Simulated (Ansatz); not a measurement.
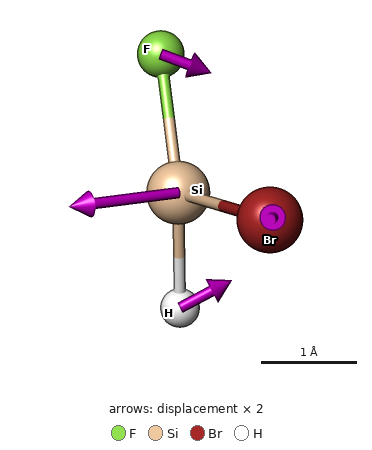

This is a relaxation of SiHBrF (charge −1). The starting structure is drawn; purple arrows show the displacements, 2 times their true length. The two geometries are superimposed by the best rigid fit.

Style: ball-and-stick. Shown from a free direction.

It is one of the separated reactants of a reaction.

Computed with Ansatz, RKS PBE-D4/def2-SVPD.

Input file:
```yaml
crystal:
  periodic: [false, false, false]
  atoms:
    - {symbol: F, position_ang: [-1.259245, -0.434801, 1.073734]}
    - {symbol: Si, position_ang: [-0.374106, 0.069077, -0.080551]}
    - {symbol: Br, position_ang: [2.116590, -0.630982, 0.065298]}
    - {symbol: H, position_ang: [-0.483239, 0.996706, -1.058482]}
basis:
  gaussian: {orbitals: def2-SVPD}
total_charge: -1
hamiltonian: {xc: pbe, dispersion: d4}
relax: {f_tol: 0.03, max_steps: 250}
```

Run as
```bash
ansatz run in.yaml --threads 2 --pin off --events-out ev --progress --plain --max-ram 4352MiB
```

Q: Atoms of which element are displaced furthest, and by how much?

A: Silicon: up to 0.63 Å, against 0.31 Å for hydrogen.

Q: What happened in the run?

A: After 7 geometry steps the energy has fallen by 91.1 kcal/mol. Largest force component: 5.2 eV/Å at the start, 0.027 eV/Å at the end. The largest move after the best rigid fit is that of Si2, 0.63 Å. Largest moves by element: Si 0.63 Å, H 0.31 Å, F 0.29 Å, Br 0.23 Å. Among the contacts that change: Si2–H4 1.352 → 1.569 Å, F1–Si2 1.539 → 1.740 Å, Si2–Br3 2.591 → 2.487 Å. Among the angles between lasting bonds that change: F1–Si2–H4 136.1° → 94.7°, F1–Si2–Br3 115.0° → 98.3°, Br3–Si2–H4 107.7° → 91.1°. The run took 12 s on 2 threads of Arm Neoverse V2, with other jobs on the host.
